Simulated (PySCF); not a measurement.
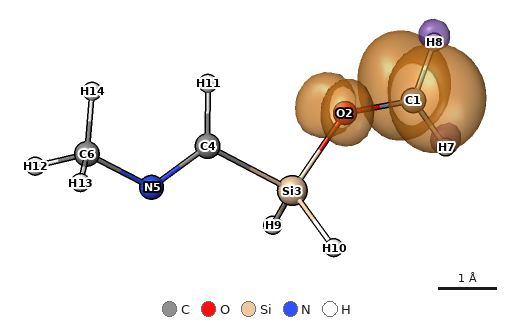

Figure 1: C3H8NOSi (SMILES [CH2]O[SiH2]/C=N/C) (doublet). Isosurfaces of the spin density (α minus β) at +0.03 (orange) and −0.03 e/Å³ (purple), seen at a tilt.

Geometry: GFN2-xTB.

These are results of UKS B3LYP, pcH-1 on C H N O Si, non-relativistic, mean-field spin-orbit, GIAO in PySCF 2.14.0, density-fitted response routines, not measurements.

```xyz
14

C    -3.3039    0.0702    0.4153
O    -1.9820    0.0479    0.3118
Si   -0.9526   -0.0372   -0.9607
C     0.6797   -0.0029   -0.0319
N     1.7691   -0.0500   -0.6602
C     3.0139   -0.0238    0.0397
H    -3.9240    0.0250   -0.4591
H    -3.7131    0.1306    1.4045
H    -1.1730   -1.2741   -1.7176
H    -1.1433    1.1093   -1.8555
H     0.6656    0.0598    1.0710
H     3.5693   -0.9263   -0.2202
H     3.5879    0.8312   -0.3208
H     2.9056    0.0398    1.1324
```

> Describe the spin distribution.

The unpaired spin (1 electron) lies mostly on C1 (about 0.7) and O2 (about 0.2), in electrons by Hirshfeld's partition.
